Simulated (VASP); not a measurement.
Band structure of InF$_{3}$ (space group R-3c). Calculation: LDA (Ceperley-Alder, Perdew-Zunger), VASP's LDA PAW potentials (set 64) (plane waves; VASP 6.6.1).

Unless said otherwise, spin-orbit coupling is left out, though it shifts the bands of the heavy elements here.

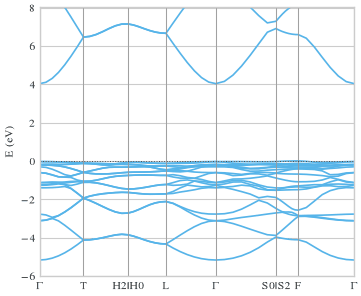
*Bands along high-symmetry lines, zero at the valence-band maximum or, without a gap, the Fermi level*

Task: Read the plot: is there a gap, and where are the band edges?

Result: The gap is indirect, 4.03 eV, from the valence maximum at F to the conduction minimum at Γ.

The structure comes from a computed database's InF3 entry (R-3c); how it stands against other phases isn't given here. The cell was not relaxed at this level.
